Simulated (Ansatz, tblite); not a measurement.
**Si28H34 off sphere (Si28H34): spin-state energies by level**

Aim: set other spin states of Si28H34 off sphere (Si28H34) against its singlet, on many levels of theory.

Computed with Ansatz 0.2.0, Gaussian basis. Level: as each input shows.

Levels to be run: triplet, at the geometry of the singlet (GFN1-xTB, GFN2-xTB, PBE0-D4/def2-SVP, PBE-D4/def2-SVP); the singlet's energies come from earlier runs.

## 1. The structure

The geometry is that of the singlet, from an earlier relaxation (r2SCAN-D4/def2-SVP).

62 atoms, charge 0, spin multiplicity 1.

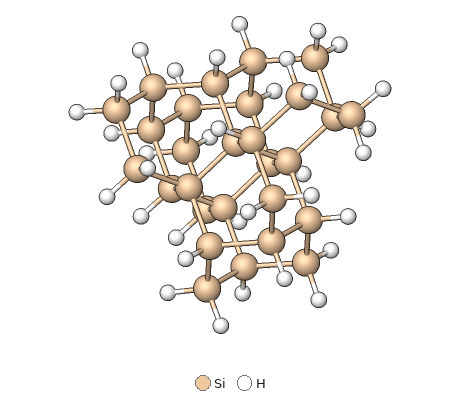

The geometry (silicon light orange, hydrogen white).

## 2. Triplet at the fixed geometry, GFN1-xTB

Tight binding, by tblite at 300 K electronic temperature and without a spin-polarisation term:

```python
tblite.interface.Calculator('GFN1-xTB', numbers, positions, charge=0, uhf=2).singlepoint()
```

Energy -1898.4100 eV; 1.2 s.

## 3. Triplet at the fixed geometry, GFN2-xTB

Tight binding, by tblite at 300 K electronic temperature and without a spin-polarisation term:

```python
tblite.interface.Calculator('GFN2-xTB', numbers, positions, charge=0, uhf=2).singlepoint()
```

Energy -1773.4413 eV; 1.9 s.

## 4. Triplet at the fixed geometry, PBE0-D4/def2-SVP

The input, in.yaml:

```yaml
crystal:
  periodic: [false, false, false]
  atoms:
    - {symbol: Si, position_ang: [-1.384830, -4.948795, -0.613402]}
    - {symbol: Si, position_ang: [-3.280311, -3.840799, 0.224857]}
    - {symbol: Si, position_ang: [-3.326318, -1.640337, -2.937455]}
    - {symbol: Si, position_ang: [-3.290499, -1.630719, -0.572144]}
    - {symbol: Si, position_ang: [0.539687, -3.865212, 0.187275]}
    - {symbol: Si, position_ang: [0.535944, -3.887906, 2.553877]}
    - {symbol: Si, position_ang: [0.524843, -1.665638, -2.977678]}
    - {symbol: Si, position_ang: [-1.403453, -0.574263, -3.767828]}
    - {symbol: Si, position_ang: [0.536353, -1.656025, -0.612617]}
    - {symbol: Si, position_ang: [-1.362944, -0.539886, 0.212233]}
    - {symbol: Si, position_ang: [0.516269, -1.684706, 3.374189]}
    - {symbol: Si, position_ang: [-1.386054, -0.554731, 2.578789]}
    - {symbol: Si, position_ang: [-1.382976, 1.645208, -2.984181]}
    - {symbol: Si, position_ang: [-1.372964, 1.659518, -0.618859]}
    - {symbol: Si, position_ang: [-3.292100, 2.749234, 0.182614]}
    - {symbol: Si, position_ang: [-1.408506, 1.659190, 3.371776]}
    - {symbol: Si, position_ang: [-3.327198, 2.740006, 2.547982]}
    - {symbol: Si, position_ang: [2.433249, -0.556140, -3.790060]}
    - {symbol: Si, position_ang: [2.433242, -0.537511, 0.209530]}
    - {symbol: Si, position_ang: [2.420100, -0.551068, 2.578208]}
    - {symbol: Si, position_ang: [2.440267, 1.655236, -2.985476]}
    - {symbol: Si, position_ang: [0.524843, 2.755064, -3.795953]}
    - {symbol: Si, position_ang: [2.445108, 1.663837, -0.620216]}
    - {symbol: Si, position_ang: [0.534110, 2.756897, 0.208763]}
    - {symbol: Si, position_ang: [2.445492, 1.660672, 3.380478]}
    - {symbol: Si, position_ang: [0.520235, 2.748587, 2.577582]}
    - {symbol: Si, position_ang: [4.350075, 2.765556, 0.197588]}
    - {symbol: Si, position_ang: [4.358840, 2.758565, 2.564421]}
    - {symbol: H, position_ang: [-1.390233, -6.385075, -0.185545]}
    - {symbol: H, position_ang: [-1.413106, -4.904042, -2.111216]}
    - {symbol: H, position_ang: [-4.529098, -4.550194, -0.203171]}
    - {symbol: H, position_ang: [-3.227388, -3.845429, 1.722747]}
    - {symbol: H, position_ang: [-3.391900, -3.051372, -3.438987]}
    - {symbol: H, position_ang: [-4.548686, -0.920027, -3.418998]}
    - {symbol: H, position_ang: [-4.497296, -0.902943, -0.054878]}
    - {symbol: H, position_ang: [1.775213, -4.553902, -0.315175]}
    - {symbol: H, position_ang: [-0.663734, -4.633678, 3.055340]}
    - {symbol: H, position_ang: [1.760608, -4.598629, 3.044193]}
    - {symbol: H, position_ang: [0.521573, -3.088749, -3.457567]}
    - {symbol: H, position_ang: [-1.400139, -0.574223, -5.269587]}
    - {symbol: H, position_ang: [0.520955, -1.669777, 4.875377]}
    - {symbol: H, position_ang: [-2.628218, -1.261717, 3.041672]}
    - {symbol: H, position_ang: [-2.624449, 2.342852, -3.462317]}
    - {symbol: H, position_ang: [-4.515473, 2.069899, -0.353095]}
    - {symbol: H, position_ang: [-3.291018, 4.161698, -0.317526]}
    - {symbol: H, position_ang: [-1.396572, 1.656574, 4.872937]}
    - {symbol: H, position_ang: [-4.552478, 2.027119, 3.033329]}
    - {symbol: H, position_ang: [-3.375325, 4.148957, 3.055455]}
    - {symbol: H, position_ang: [2.408593, -0.547005, -5.288888]}
    - {symbol: H, position_ang: [3.672773, -1.268868, -3.341930]}
    - {symbol: H, position_ang: [3.669206, -1.243450, -0.269022]}
    - {symbol: H, position_ang: [3.653914, -1.266143, 3.049103]}
    - {symbol: H, position_ang: [3.671544, 2.362122, -3.474765]}
    - {symbol: H, position_ang: [0.523841, 2.733121, -5.294745]}
    - {symbol: H, position_ang: [0.521771, 4.183375, -3.342987]}
    - {symbol: H, position_ang: [0.543027, 4.180985, -0.267595]}
    - {symbol: H, position_ang: [2.429965, 1.653123, 4.881356]}
    - {symbol: H, position_ang: [0.516659, 4.173693, 3.051080]}
    - {symbol: H, position_ang: [5.579839, 2.080777, -0.315967]}
    - {symbol: H, position_ang: [4.360050, 4.177215, -0.304785]}
    - {symbol: H, position_ang: [5.589128, 2.061639, 3.060358]}
    - {symbol: H, position_ang: [4.385949, 4.168282, 3.071518]}
basis:
  gaussian: {orbitals: def2-SVP, fitting: {mean_field: def2-universal-jkfit}}
magnetization: {spin_polarized: true, initial_magnetization: 2}
hamiltonian: {xc: pbe0, dispersion: d4}
scf: {omitted_lower_state_checks: [starts]}
output: {orbitals: {seedname: orbitals}}
```

On the command line:

```sh
$ ansatz run in.yaml --threads 4 --pin off --events-out ev --progress --plain --max-ram 46080MiB --backend cuda --devices 0, --max-vram 37GiB
```

The program printed:

```text
Functional definition: PBE0
  name "PBE0"
  cite "Adamo & Barone, J. Chem. Phys. 110, 6158 (1999) doi:10.1063/1.478522"
  cite "Perdew, Burke & Ernzerhof, Phys. Rev. Lett. 77, 3865 (1996) doi:10.1103/PhysRevLett.77.3865"
  parent pbe
  parameter a = 0.25
  parameter kappa = 0.804
  parameter beta = 0.06672455060314922
  exchange = (1 - a)*pbe_x(kappa = kappa, mu = beta*pi^2/3) + a*exact_x
  correlation = pbe_c(beta = beta)
these checks for a lower state are left out or cut short: starts
4196 factors; integrals over basis functions are off by at most 3.2e-1 eV
mean field evaluation 1: about -220970.7784 eV, gradient 1.5e1 eV
mean field evaluation 2: about -220971.4148 eV, gradient 1.3e1 eV
mean field evaluation 4: about -220972.6370 eV, gradient 1.5e0 eV
mean field evaluation 8: about -220972.6306 eV, gradient 1.4e-1 eV
mean field evaluation 16: about -220972.6329 eV, gradient 1.7e-2 eV
mean field evaluation 32: about -220972.6329 eV, gradient 8.2e-4 eV
mean field -220972.63291460 eV, -8120.5944789815 hartree, gradient 8.5e-6 eV, S^2 2.004525; 0 other end points of the search recorded, 0 dependent functions left out
reference -220972.63298915 eV, -8120.5944817210 hartree; 214, 212 occupied and 460, 462 virtual orbitals, 4196 factors
Total energy: -220977.31124240 eV, -8120.7664043570 hartree
Checks for a lower state left out: starts
```

It took 29 s on 1 × H100 (card shared with other runs) with 4 threads of AMD EPYC 7R13, shared host; peak host memory 1.5 GiB.

HOMO -2.71 eV, LUMO -5.85 eV (over both spins; with the spin held, an empty level of the minority spin lies below the top filled one); ⟨S²⟩ 2.005 (pure: 2.00).

## 5. Triplet at the fixed geometry, PBE-D4/def2-SVP

start.molden holds the orbitals of an earlier run on this state, given as this run's starting guess.

Edit in.yaml of step 4 so:

```diff
@@ -66,5 +66,5 @@
 basis:
-  gaussian: {orbitals: def2-SVP, fitting: {mean_field: def2-universal-jkfit}}
+  gaussian: {orbitals: def2-SVP, fitting: {mean_field: def2-universal-jkfit}, initial_orbitals: start.molden}
 magnetization: {spin_polarized: true, initial_magnetization: 2}
-hamiltonian: {xc: pbe0, dispersion: d4}
+hamiltonian: {xc: pbe, dispersion: d4}
 scf: {omitted_lower_state_checks: [starts]}
```

Launched as before.

The program printed:

```text
Functional definition: PBE
  name "PBE"
  cite "Perdew, Burke & Ernzerhof, Phys. Rev. Lett. 77, 3865 (1996) doi:10.1103/PhysRevLett.77.3865"
  parent pbe
  parameter kappa = 0.804
  parameter beta = 0.06672455060314922
  exchange = pbe_x(kappa = kappa, mu = beta*pi^2/3)
  correlation = pbe_c(beta = beta)
these checks for a lower state are left out or cut short: starts
4196 factors; integrals over basis functions are off by at most 3.2e-1 eV
mean field evaluation 1: about -220949.7818 eV, gradient 1.2e1 eV
mean field evaluation 2: about -220950.3269 eV, gradient 6.1e-1 eV
mean field evaluation 4: about -220950.3054 eV, gradient 7.8e-2 eV
mean field evaluation 8: about -220950.3059 eV, gradient 6.8e-4 eV
mean field evaluation 16: about -220950.3059 eV, gradient 6.0e-6 eV
mean field -220950.30589801 eV, -8119.7739762555 hartree, gradient 6.0e-6 eV, S^2 2.001500; 0 other end points of the search recorded, 0 dependent functions left out
reference -220950.30599698 eV, -8119.7739798924 hartree; 214, 212 occupied and 460, 462 virtual orbitals, 4196 factors
Total energy: -220955.41307448 eV, -8119.9616615291 hartree
Checks for a lower state left out: starts
```

It took 10 s on 1 × H100 (card shared with other runs) with 4 threads of AMD EPYC 7R13, shared host; peak host memory 1.5 GiB.

Report: HOMO -2.44 eV, LUMO -5.86 eV (over both spins; with the spin held, an empty level of the minority spin lies below the top filled one); ⟨S²⟩ 2.001 (pure: 2.00).

## 6. Triplet less singlet, vertical

The singlet's energies are those of its earlier runs, whose logs aren't repeated here.

| level | triplet less singlet, vertical (kJ/mol) | time |
| --- | --- | --- |
| GFN1-xTB | +233.1 | 1.9 s |
| GFN2-xTB | +252.9 | 3.1 s |
| PBE-D4/def2-SVP | +335.7 | 14 s |
| PBE0-D4/def2-SVP | +399.4 | 35 s |

Times add the two runs; a level without a time comes out of a correlated run. Tight binding without a spin term can't rank spin states.

## 7. Results

| quantity | value |
| --- | --- |
| triplet less singlet, vertical, functionals in def2-SVP | +335.7 (PBE-D4) to +399.4 kJ/mol (PBE0-D4) |

In words: All functionals put the triplet above the singlet, over a spread of 63.7 kJ/mol. The checks for a lower triplet were left out, so another state of that spin may lie lower. These are electronic energies, without zero-point motion, entropy or surroundings.
